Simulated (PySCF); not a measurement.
C5H9Cl, SMILES C(=C/C(C)C)/Cl at its GFN2-xTB optimised geometry (Å):

```
15

C      1.4779     0.3236     0.0000
C     -0.0522     0.3236     0.0000
C     -0.5886     1.7565     0.0000
C     -0.5552    -0.4023    -1.2092
C     -1.3063    -1.4893    -1.2208
Cl    -1.8585    -2.2901     0.2044
H      1.8585    -0.6951     0.0019
H      1.8584     0.8334    -0.8826
H      1.8535     0.8351     0.8830
H     -0.4069    -0.1881     0.8987
H     -0.2486     2.2901    -0.8853
H     -1.6761     1.7558     0.0071
H     -0.2370     2.2891     0.8804
H     -0.2654     0.0181    -2.1629
H     -1.6408    -1.9723    -2.1253
```

Level of theory: B3LYP/def2-TZVP (PySCF 2.14.0). Cells within 0.4 Å of a nucleus heavier than hydrogen are left out (blank, or x).

Map of the electron localisation function on the plane z = 0.0 Å:

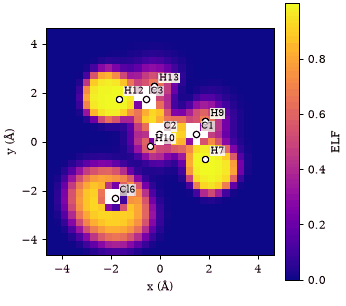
*Electron localisation function on the plane z = 0.0 Å.*
